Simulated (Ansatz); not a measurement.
## Electronic structure of CH2FNSi in real space

The calculation's input:

```
crystal:
  periodic: [false, false, false]
  atoms:
    - { symbol: "N", position_ang: [1.59262, -0.07202, -0.80028] }
    - { symbol: C, position_ang: [0.64142, -0.12243, -0.01904] }
    - { symbol: Si, position_ang: [-1.07723, 0.36146, 0.06117] }
    - { symbol: F, position_ang: [-2.05817, -0.92338, 0.1512] }
    - { symbol: H, position_ang: [2.48976, -0.44945, -0.50955] }
    - { symbol: H, position_ang: [-1.5884, 1.20582, 1.11649] }
basis:
  gaussian: { orbitals: def2-SVP }
hamiltonian:
  xc: pbe
relax:
  f_tol: 0.015
  max_steps: 40
output:
  orbitals: {}
```

Launched as:

```sh
ansatz run input.yaml --threads 1 --pin off --max-ram 2048MiB --backend cpu --events-out ev --progress --plain --runs-dir out
```

The fields are those of the relaxed geometry.

All numbers below come from RKS PBE/def2-SVP (Ansatz 0.2.0).

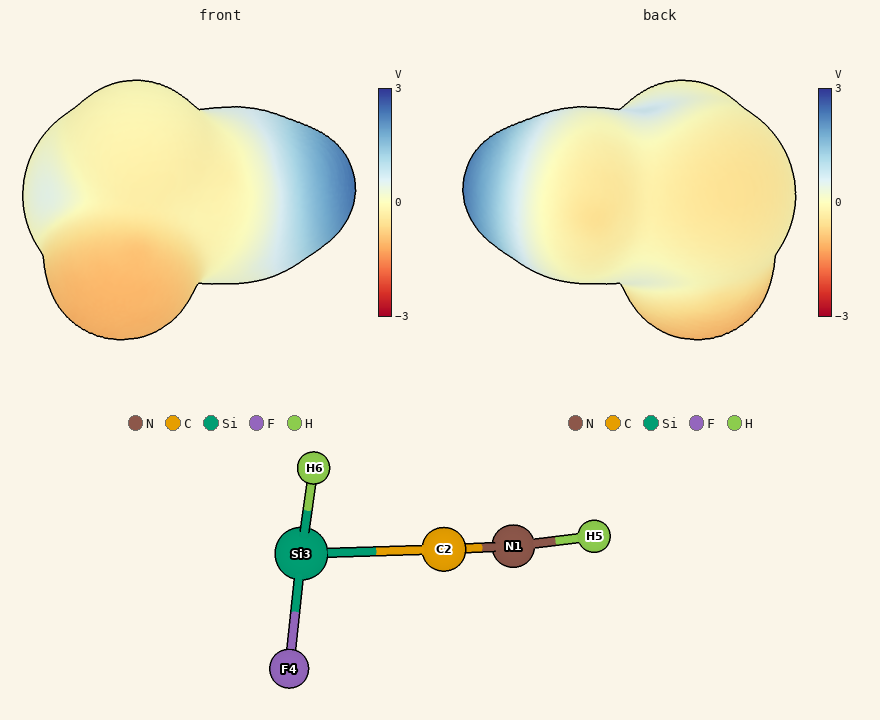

Figure 1. The molecular electrostatic potential painted on the density surface at 0.001 e/bohr³, seen from the front and from behind; the colour scale runs from red (negative) to blue (positive). The bare structure is drawn below in the same view.

### Where is the surface potential most negative and most positive?

The most negative region (about −1.1 V) lies over F4, the most positive (about +2.3 V) over H5.

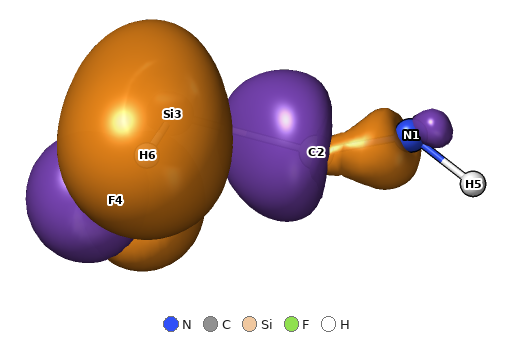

Figure 2. The HOMO−1 at ±0.1 Å⁻³ᐟ² (orange and purple are the two phases), seen from one side.

### Where does this orbital lie, and at what energy?

By Hirshfeld shares it lies mainly on F4 (about 40 %), Si3 (about 25 %), H6 (about 25 %) and C2 (about 10 %). Its energy is −8.23 eV.

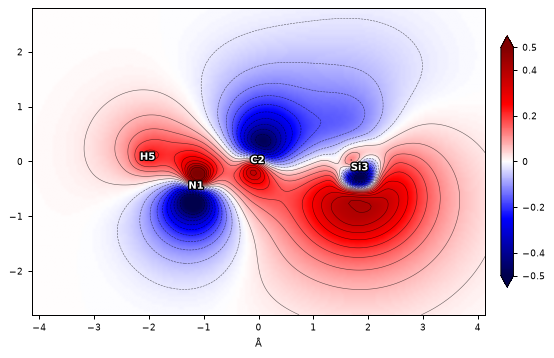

Figure 3. The HOMO on the plane of atoms C2, N1 and H5 (values in Å⁻³ᐟ²; the overall sign is arbitrary).

### Describe this orbital and give its energy.

It lies mainly on Si3 (about 55 %), C2 (about 15 %), N1 (about 15 %), F4 (about 10 %) and H6 (about 5 %). Its energy is −5.17 eV.
